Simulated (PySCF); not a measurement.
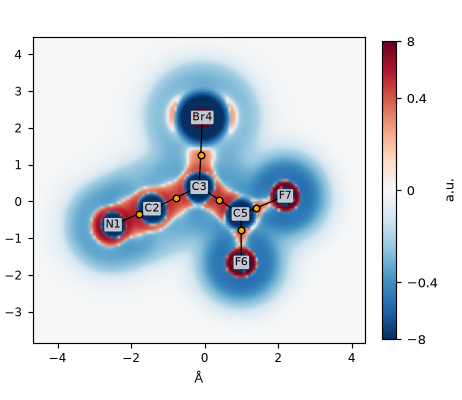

C3BrF2N, SMILES `N#CC(Br)=C(F)F`. Negative Laplacian of the density (−∇²ρ) in the molecular plane (red positive, blue negative, colour scale in a.u., logarithmic beyond ±0.04), with bond paths and bond critical points (dots).

Computed with PySCF, PBE/cc-pVDZ, geometry: GFN2-xTB. No frequency check shows the geometry to be a minimum. GFN2-xTB bond lengths at metals and heavier atoms can be off by up to 0.1 Å and shapes distorted, which carries into these values.

Cartesian coordinates (Å):

```
N1      -0.8731    2.7906    0.0000
C2      -0.6578    1.6672    0.0000
C3      -0.3445    0.2920    0.0000
Br4      1.4972   -0.1705    0.0000
C5      -1.2813   -0.6612    0.0000
F6      -2.5764   -0.4196    0.0000
F7      -1.0445   -1.9531    0.0000
```

Sort the bonds in the plane by the sign of ∇²ρ at their critical points.

Concentrated (∇²ρ < 0): C3–C5 (−0.82 a.u.); C2–C3 (−0.65 a.u.); C5–F7 (−0.03 a.u.); C5–F6 (−0.06 a.u.); C3–Br4 (−0.16 a.u.). Depleted (∇²ρ > 0): N1–C2 (+0.78 a.u., H = −0.859). A positive Laplacian with clearly negative H marks a strongly polar covalent bond, whose critical point lies close to the core of the less electronegative atom.

Where along C5–F7 does the critical point lie?

0.44 Å from C5 and 0.87 Å from F7.

The PySCF run took 20 s on 1 thread of Arm Neoverse V1 (shared host), peak memory 0.43 GiB.
